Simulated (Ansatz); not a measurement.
**Pressure series in IrO2**

Take IrO₂ in the rutile structure (space group P4_2/mnm, No. 136; a = 4.529 Å, c = 3.180 Å) as the base.

Cell and atoms are relaxed at each pressure.

Method: PBE (Ansatz, a program for electronic structure; PAW; 420 eV plane waves; no spin-orbit coupling).

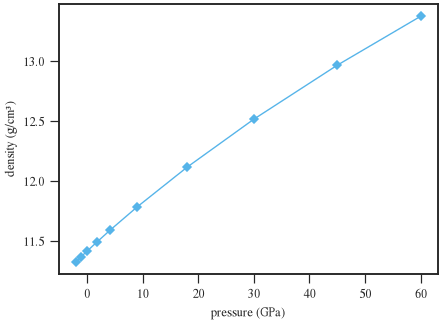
Fig. 1. Density against pressure

Question: From the plot, what is the density for pressure 60 GPa?

Answer: About 13.4 g/cm³.

Question: Is the trend monotonic over the range shown?

Answer: Yes, it rises throughout, spanning 11.33 g/cm³ to 13.38 g/cm³.

Load acts through the strain it causes; cell and atoms are relaxed under it. Whether these cells are dynamically stable was not tested. No other phases were tried under pressure. No Hubbard U is applied, and correlation can decide whether such a compound is a metal. All final runs are without spin polarisation.
